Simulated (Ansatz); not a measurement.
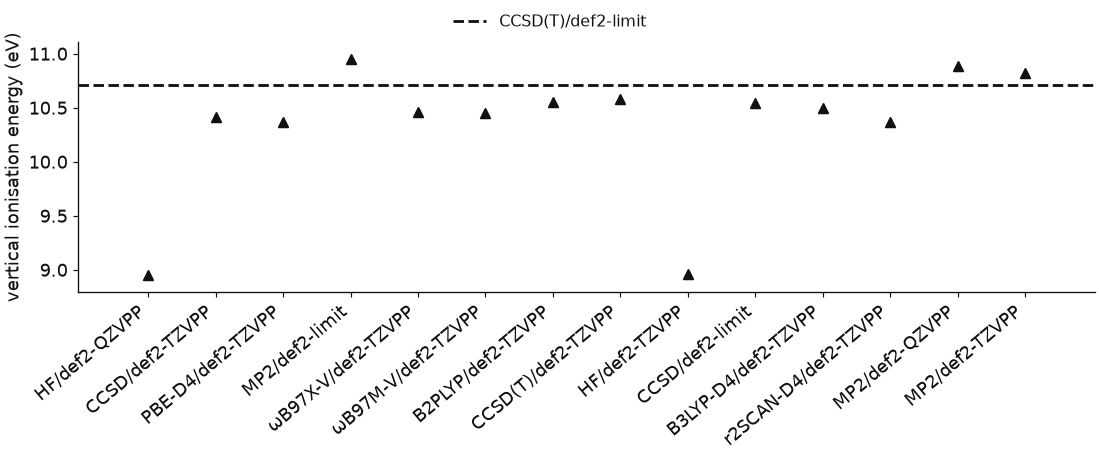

Vertical ionisation energy of C₂H₂Zn, SMILES C#[C][ZnH], singlet, taken as the energy of the cation less that of the neutral at fixed geometry (unrestricted doublet cation, cores frozen in correlated methods, no spin-orbit coupling), the Ansatz code, at a PBE0-D4/def2-TZVP geometry (no frequency check). Choice of cores on heavy atoms: Zn/Cu 3s3p. Limit means an estimate of the basis limit from triple and quadruple zeta; for coupled cluster it is either extrapolated directly or built as the MP2 limit plus the step from MP2 in triple zeta. B2PLYP/def2-TZVPP holds a correlation term that converges slowly with the basis, so part of the distance to the limit is basis error. The distance of CCSD/def2-TZVPP, CCSD(T)/def2-TZVPP, MP2/def2-QZVPP and MP2/def2-TZVPP to the limit includes basis error.

Which level comes closest to the line (CCSD(T)/def2-limit), and which misses most?

Answer. Closest MP2/def2-TZVPP (10.82 eV), against 10.71 eV; farthest HF/def2-QZVPP (8.95 eV).

Give the values.

Answer.
```
               level     eV  less CCSD(T)/def2-limit
       HF/def2-QZVPP   8.95                    −1.76
     CCSD/def2-TZVPP  10.42                    −0.30
   PBE-D4/def2-TZVPP  10.37                    −0.34
      MP2/def2-limit  10.95                     0.24
  ωB97X-V/def2-TZVPP  10.46                    −0.25
  ωB97M-V/def2-TZVPP  10.45                    −0.26
   B2PLYP/def2-TZVPP  10.56                    −0.15
  CCSD(T)/def2-TZVPP  10.59                    −0.12
       HF/def2-TZVPP   8.96                    −1.75
     CCSD/def2-limit  10.54                    −0.17
 B3LYP-D4/def2-TZVPP  10.50                    −0.21
r2SCAN-D4/def2-TZVPP  10.37                    −0.35
      MP2/def2-QZVPP  10.89                     0.18
      MP2/def2-TZVPP  10.82                     0.11
  CCSD(T)/def2-limit  10.71                     0.00
```

Limits of at least one run: no scalar relativity up to krypton.
